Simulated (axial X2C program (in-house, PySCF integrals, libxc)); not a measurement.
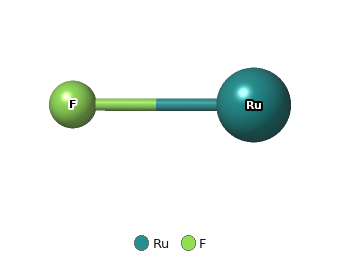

Fig. 1: The molecule at the reference distance of 1.907 Å.

RuF: relativistic diatomic calculation

- system: RuF, single determinant with Ω = 9/2.
- method: B97-3, two-component X2C with atomic mean-field Coulomb and Gaunt terms, Ru dyall-cv3z, F dyall-av3z (cores contracted) (axial X2C program (in-house, PySCF integrals, libxc))

Log:
```
two-component X2C + atomic mean field  B97-3
basis functions 204  fitting functions 945  grid points 5076
iter        total energy     max residual
   1      -4628.213233406     4.37e-02
   2      -4628.213827449     2.77e-03
   3      -4628.213617275     4.74e-03
   4      -4628.213951156     7.78e-04
   5      -4628.213966840     2.48e-04
   6      -4628.213973159     1.94e-04
   7      -4628.213977925     1.44e-04
   8      -4628.213982895     9.43e-05
   9      -4628.213985571     4.49e-05
  10      -4628.213986261     8.96e-06
  11      -4628.213986290     3.24e-06
  12      -4628.213986292     1.81e-06
  13      -4628.213986293     7.53e-07
converged
one-electron -6601.70600800  Coulomb 2010.79962116  exact exchange -38.36843922  xc functional -106.58067954  nuclear repulsion 109.88682513  atomic mean-field constant -2.24530582
```

The points of the curve:

| R (Å) | E (hartree) | dipole (D; origin at the first atom, positive when the second is positive) | highest filled (eV) | lowest empty (eV) |
| --- | --- | --- | --- | --- |
| 1.659 | −4628.178879 | −2.46 | −5.31 | −2.78 |
| 1.735 | −4628.199135 | −3.09 | −5.45 | −2.79 |
| 1.793 | −4628.207769 | −3.54 | −5.54 | −2.80 |
| 1.850 | −4628.212375 | −3.96 | −5.62 | −2.82 |
| 1.907 | −4628.213986 | −4.36 | −5.70 | −2.84 |
| 1.974 | −4628.213109 | −4.81 | −5.80 | −2.88 |
| 2.041 | −4628.210122 | −5.23 | −5.91 | −2.93 |
| 2.126 | −4628.204213 | −5.74 | −6.06 | −3.01 |
| 2.231 | −4628.195100 | −6.32 | −6.24 | −3.19 |
| 2.384 | −4628.180222 | −7.12 | −6.52 | −3.45 |

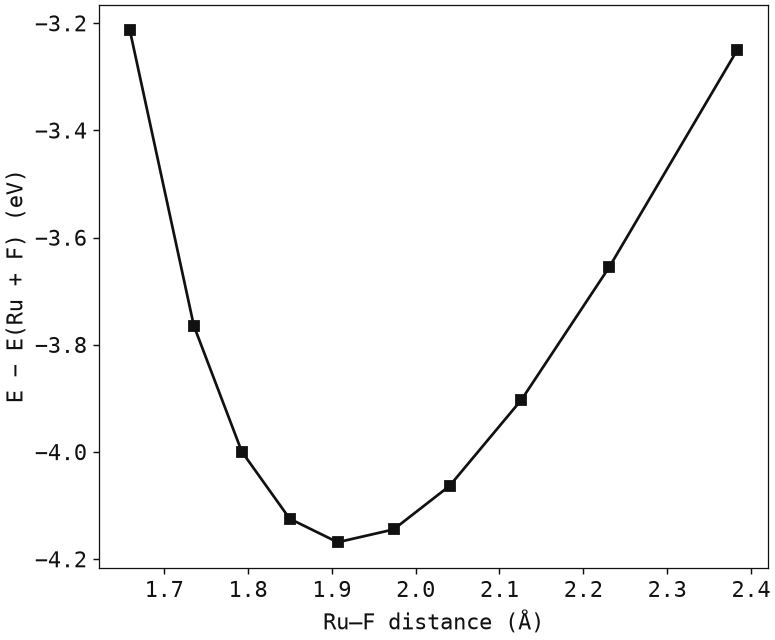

Fig. 2: Energy at 10 bond lengths, for one set of occupations held fixed; the line joins the points. A polynomial of degree 6 through 9 points gives rₑ = 1.917 Å, ωₑ = 542.0 cm⁻¹, ωₑxₑ = 2.7 cm⁻¹ and Bₑ = 0.2863 cm⁻¹. The minimum lies 4.17 eV below Ru + F, each computed as one determinant at the same level.

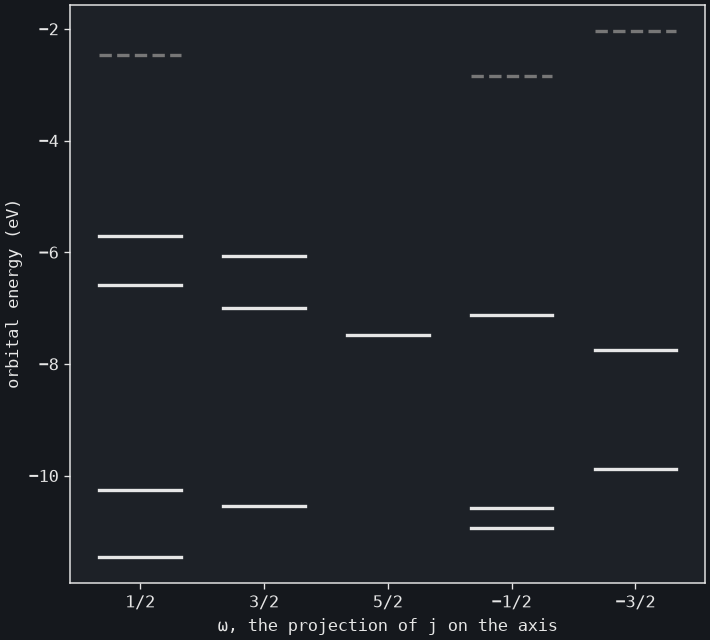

Fig. 3: Orbital energies near the frontier at 1.91 Å, filled (solid) and empty (dashed). The highest filled spinor (1/2; 82 % Ru d, 10 % F p) lies at −5.70 eV, the lowest empty one (−1/2; 68 % Ru s, 15 % Ru d) at −2.84 eV.

The input:
```
{"zs": [44, 9], "q": 0, "bas": ["dyall-cv3z", "dyall-av3z"], "levels": ["PBE0", "HF", "B97-3"], "cc": true, "r0": 1.89, "thr": -2.0, "nmax": 110, "npts": 10, "nst": 2, "ntry": 8}
```

The line is the task of a batch: nuclear charges, charge, bases, the levels to run, a first guess of the distance and further settings. This report covers B97-3 with spin-orbit coupling. The log is that of the reference distance 1.907 Å.

Launched within a batch (the task file carries these settings):
```bash
python <driver script> task.json out
```

Summary:

```
                 quantity                                                                  value
                  outcome                                                              converged
           bond length rₑ                                                                1.917 Å
                       ωₑ                                                             542.0 cm⁻¹
    energy at the minimum                                                    −4628.21402 hartree
depth below the fragments                                                                4.17 eV
                 hardware  1 thread of Arm Neoverse V1, 112 GiB of memory available, shared host
                wall time                                                                   11 s
              peak memory                                                                1.4 GiB
```
